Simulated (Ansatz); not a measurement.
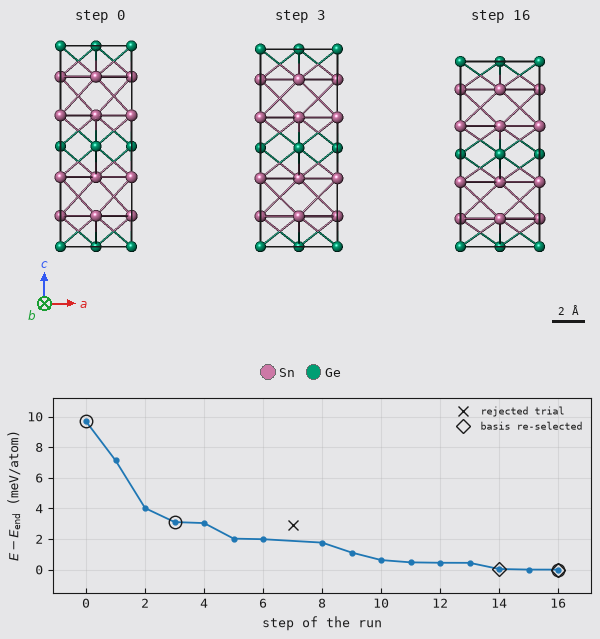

Frames of a relaxation of crystalline Sn2Ge (a generated structure, set up in Fmmm), marked on the history of the run. A ball-and-stick model of the conventional cell (4 times the calculation's cell), seen along the b axis. Lengths and directions refer to the drawn axes.

These are results of Ansatz, DFT PBE, scalar-relativistic, plane waves, PAW, not measurements.

Input
```yaml
crystal:
  lattice:
    - [0.0, 2.6056810646, 6.3961546802]
    - [2.2640319293, 0.0, 6.3961546802]
    - [2.2640319293, 2.6056810646, 0.0]
  atoms:
    - { symbol: Sn, position: [0.3462589448, 0.3462589448, 0.6537410552] }
    - { symbol: Sn, position: [0.6537410552, 0.6537410552, 0.3462589448] }
    - { symbol: Ge, position: [0.0, 0.0, 0.0] }
basis:
  ecutwfc: 420
kpoints:
  mp_grid: { grid: [14, 14, 14] }
hamiltonian:
  xc: pbe
scf:
  occupations: { method: gaussian, width: 0.1 }
output:
  forces: true
  stress: true
  eigenvalues: true
relax:
  adjacent_minimum: "off"
  f_tol: 0.01
  max_steps: 80
  cell: { stress_tol: 0.05 }
```

Command:
```bash
ansatz run input.yaml --threads 1 --pin off --max-ram 2560MiB --backend cpu --events-out ev --progress --plain --runs-dir out
```

**Describe the path.**

Over 13 accepted moves (16 points after the start) the energy falls by 9.7 meV per atom. Largest force component: 0.012 eV/Å at the start, 0.00088 eV/Å at the end. Pressure: 0.07 GPa at the start and 0.01 GPa at the end. The line search rejected the trial step at point 7 of the run. At 2 points the geometry stayed and the basis and grid were re-selected for the new cell (energy shift of 0.4 meV per atom at most each time). The largest moves relative to the cell, 0.034 Å, are those of Sn1 and Sn2. Sn2 goes along −c. Ge stays in place. Cell: a 4.528 → 5.034 Å (+11.2 %), b 5.211 → 5.042 Å (−3.3 %), c 12.792 → 11.798 Å (−7.8 %). Volume −0.8 %. Some distances before and after: Sn1–Ge3 3.265 → 3.086 Å, Sn1–Sn1 3.452 → 3.562 Å, Sn1–Sn2 3.345 → 3.437 Å, Sn1–Ge3 (another image) 2.999 → 3.083 Å. Among the angles between lasting bonds that change: Sn1–Ge3–Sn2 82.0° → 70.5°, Ge3–Sn1–Ge3 98.0° → 109.5°, Sn1–Ge3–Sn1 98.0° → 109.5°. The space group stays Fmmm (No. 69). From step 0 to 3: volume +0.8 %, energy −6.6 meV per atom. From step 3 to 16: Sn atoms move most (0.04 Å), volume −1.6 %, energy −3.1 meV per atom.
